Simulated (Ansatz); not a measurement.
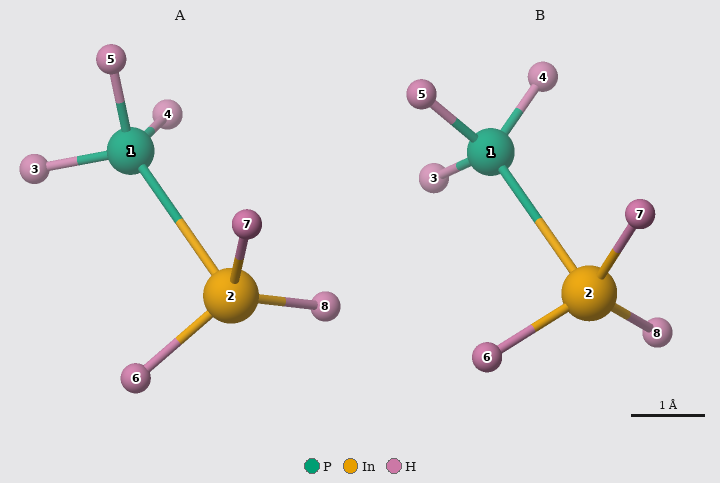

Two geometries of InPH$_{6}$, drawn at one scale. One is the start of a relaxation, the other its converged end. A ball-and-stick model, seen from a free direction.

Theory: RKS PBE0-D4/def2-TZVP in Ansatz 0.2.0. Set-up: force threshold 0.005 eV/Å; at most 150 steps.

**Which one is relaxed?**

Structure B is the relaxed one. The start comes from PBE-D4/def2-SVP. The largest moves after the best rigid fit, 0.85 Å, are those of H3, H4 and H5. Largest moves by element: H 0.85 Å, In 0.05 Å, P 0.02 Å. Some distances before and after: P1–In2 2.844 → 2.782 Å, P1–H3 1.431 → 1.411 Å, In2–H6 1.750 → 1.731 Å. Groups turn about P1–In2 by about 60°. After 24 accepted moves (27 points after the start) the energy has fallen by 0.96 kcal/mol. Largest force component: 0.53 eV/Å at the start, 0.0014 eV/Å at the end. The line search rejected the trial steps at points 12, 18, 21 of the run. The forces were under the threshold at step 4, but the run went on from there. The run took of the order of 2.2 core-minutes on a shared host.
